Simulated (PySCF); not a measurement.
Ionisation energy of Mn⁺ ([Ar] 3d⁵ 4s → [Ar] 3d⁵). PySCF, x2c-TZVPPall, spin-free X2C-1e, unrestricted single determinants, no spin-orbit coupling. Methods marked “valence” freeze 18 core electrons; methods marked “subvalence” freeze 10 core electrons.

The results, method by method:

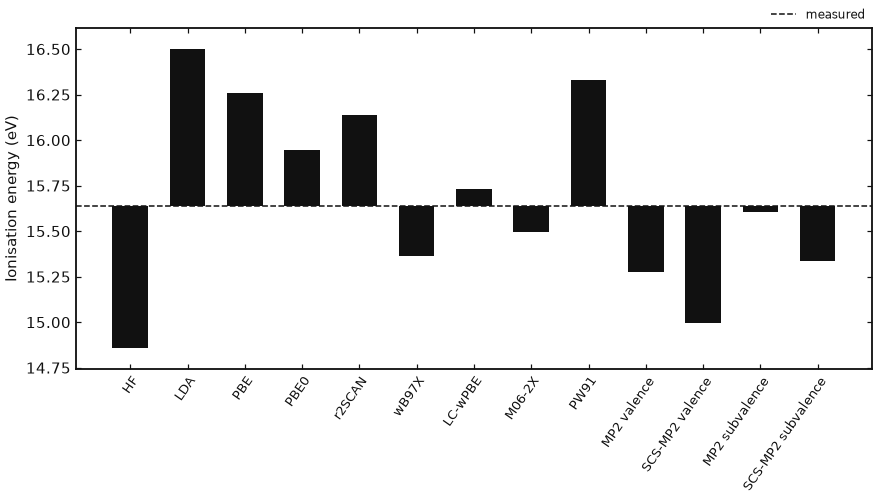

```csv
Method,Ionisation energy (eV)
HF,14.86
LDA,16.50
PBE,16.26
PBE0,15.95
r2SCAN,16.14
wB97X,15.37
LC-wPBE,15.73
M06-2X,15.50
PW91,16.33
MP2 valence,15.28
SCS-MP2 valence,15.00
MP2 subvalence,15.61
SCS-MP2 subvalence,15.34
```

The values run from 14.86 eV (HF) to 16.50 eV (LDA). The measured value is 15.64 eV; nearest to it come MP2 subvalence (−0.03) and LC-wPBE (+0.09), furthest LDA (+0.86 eV).
